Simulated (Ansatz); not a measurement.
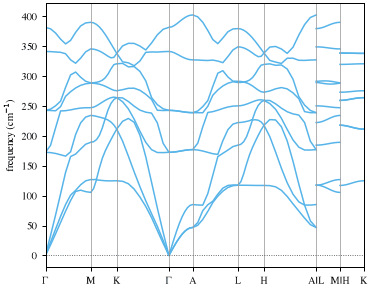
Phonon dispersion of TiS₂ (CdI2 type, P-3m1), DFT-PBE+D3(BJ) in the program Ansatz with PAW potentials; imaginary frequencies are drawn negative

Is this phase dynamically stable?

Yes, on this path no branch is imaginary.

How high does the spectrum reach?

About 400 cm⁻¹ (12.1 THz).

The cell was relaxed with PBE+D3(BJ) under the symmetry of its start. No spin polarisation was allowed. As this level gives no gap, phonon frequencies hold no LO–TO term and depend on the k-mesh and smearing (Fermi–Dirac, 0.1 eV here).

Potentials: the later of the program's two PAW sets.
